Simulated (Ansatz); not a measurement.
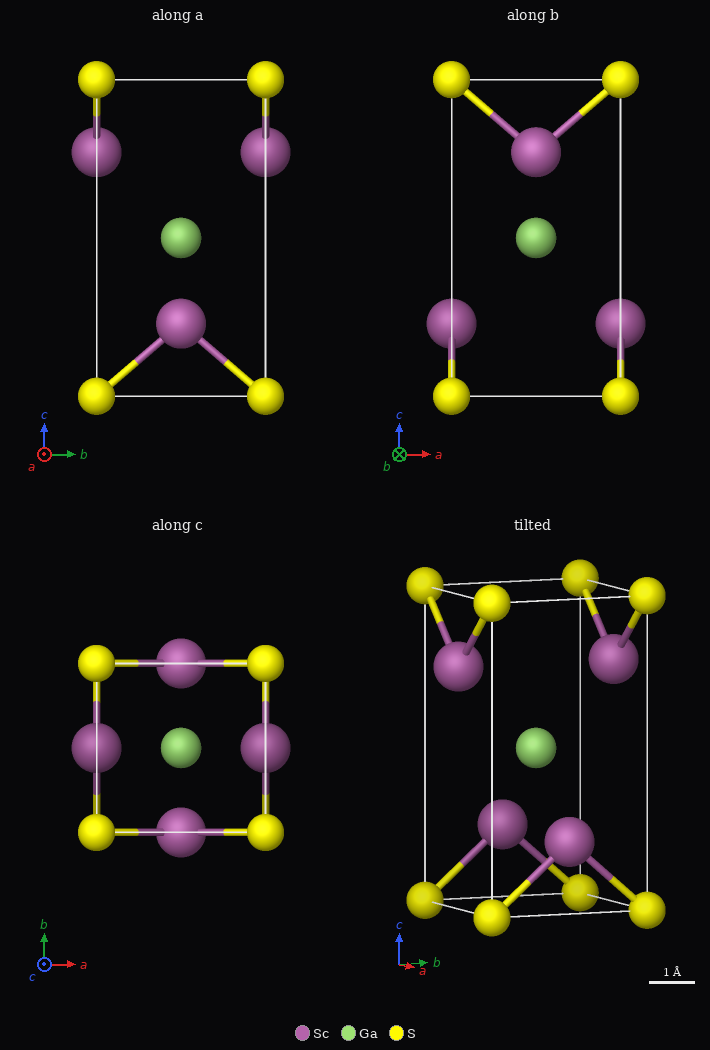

Shown here is a ball-and-stick view of the crystal, taken along the a axis, along the b axis, along the c axis and slightly off an axis. The edges of the conventional unit cell are marked.

Lattice parameters: a = 3.799 Å, b = 3.799 Å, c = 7.118 Å, α = 90.00°, β = 90.00°, γ = 90.00°.

Q: Set out the cell and atoms as a table of Wyckoff sites, with free fractional coordinates to two decimals.

A: Space group P-4m2 (No. 115).
| atom | site | x | y | z |
| --- | --- | --- | --- | --- |
| Sc | 2g | 0.00 | 0.50 | 0.23 |
| Ga | 1c | 0.50 | 0.50 | 0.50 |
| S | 1a | 0.00 | 0.00 | 0.00 |

The structure was taken from a structure type filled with these elements by a generator (whether the compound takes this form wasn't checked). Earlier steps of the study may have refined or changed the cell and positions. Ansatz was used for an electronic-structure calculation on it.
